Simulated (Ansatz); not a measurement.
Stretching the Si3–H4 bond in CdH4Si (SMILES [SiH3][CdH]) (multiplicity 1 held, fragments rigid). Energies count from the point at 1.487 Å.
Geometry at that point (charge 0, multiplicity 1):
```xyz
6

Cd    -0.56643    -0.31054    -0.07978
H     -2.04530    -1.12132    -0.28806
Si     1.63488     0.89631     0.23025
H      2.24914     0.59380     1.54999
H      1.47089     2.37203     0.15366
H      2.62571     0.51316    -0.80993
```

Restricted levels (R-, RO-) in cc, def2 and unpolarised 6-31G sets keep to the state of the molecule at rest. U- levels take the lowest unrestricted solution at each point, which mixes spins at long bonds. Active spaces are followed from a long bond inwards. Curves can end on different states.

Frozen-core correlation.

Programs: Ansatz (Gaussian orbitals). Values without a source in brackets are computed. In def2 rows elements past Kr take small-core potentials, without spin–orbit coupling.

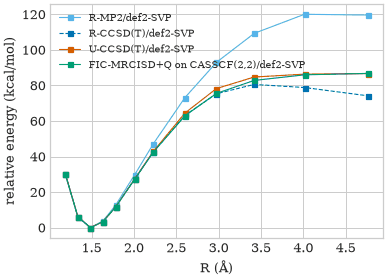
Relative energy along the coordinate

Doubts at one or more of the structures used: a restricted determinant that unrestricted orbitals would lower (R-MP2/def2-SVP, R-CCSD(T)/def2-SVP); other coupled-cluster roots lie near (R-CCSD(T)/def2-SVP); T1 above 0.05 (R-CCSD(T)/def2-SVP, U-CCSD(T)/def2-SVP); a spin-contaminated determinant (U-CCSD(T)/def2-SVP).

Ansatz is an electronic-structure program.
